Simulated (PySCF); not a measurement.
```xyz
17

Si   -3.2626    0.2675   -0.1618
O    -1.6592    0.5433   -0.1012
C    -0.6104   -0.2801    0.0948
C    -0.6551   -1.6250    0.3015
S     0.9042   -2.3615    0.5181
C     1.6710   -0.8231    0.3302
C     2.9485   -0.2336    0.3226
C     2.7409    1.1039    0.1003
N     1.4054    1.3582   -0.0269
C     0.7321    0.1837    0.1112
H    -3.7417   -0.2885    1.1043
H    -3.5909   -0.6549   -1.2496
H    -3.6957    1.6341   -0.4030
H    -1.5316   -2.2396    0.3389
H     3.8895   -0.7249    0.4615
H     3.4608    1.8952    0.0245
H     0.9877    2.2574   -0.1952
```

Geometry: GFN2-xTB.

Level of theory: PBE0/pcSseg-1, SCF density, gas phase, non-relativistic (PySCF 2.14.0).

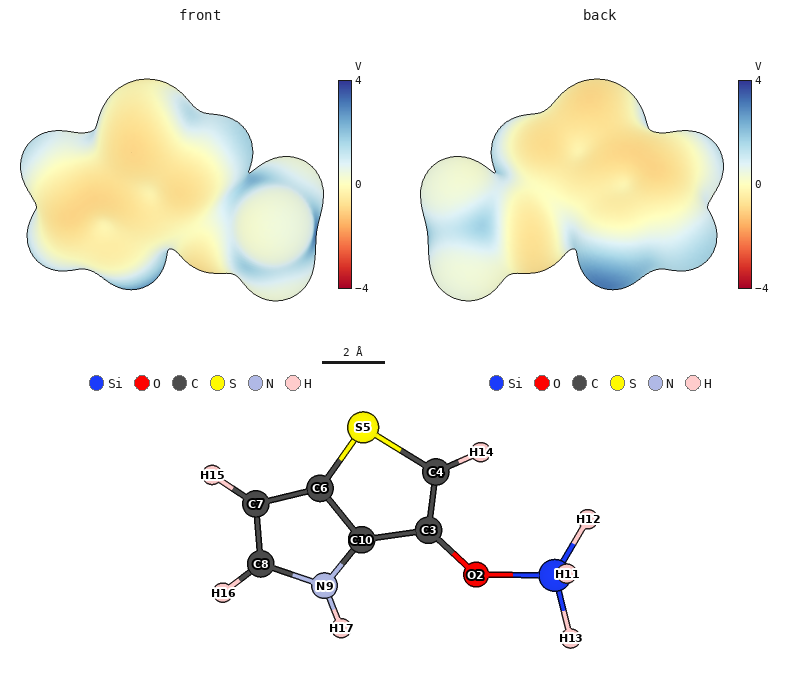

C$_{6}$H$_{7}$NOSSi (SMILES [SiH3]Oc1csc2cc[nH]c12). The electrostatic potential painted on the density surface at 0.004 e/bohr³, seen from the front and from behind; red is negative and blue positive. The bare structure is drawn below in the same view.

> Where is the surface potential most negative and most positive?

The most negative region (about −0.9 V) lies over S5, C6 and C7, the most positive (about +2.9 V) over Si1 and H17.
